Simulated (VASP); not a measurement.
Band structure of MnS (rock salt, AFM-II order). Level of theory: AM05 GGA, VASP's PBE PAW potentials (set 64) (plane waves; VASP 6.6.1).

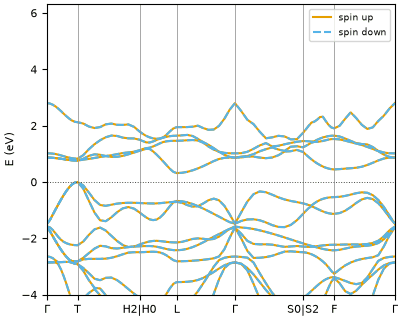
Figure. Bands along high-symmetry lines, zero at the valence-band maximum or, without a gap, the Fermi level

Q: Read the plot: is there a gap, and where are the band edges?

A: The gap is indirect, 0.32 eV, from the valence maximum at T to the conduction minimum at L. (Edges off the drawn lines would not show.)

The compound is MnS in the rock salt, AFM-II order structure. It was relaxed first, which changed the volume by -10 %.
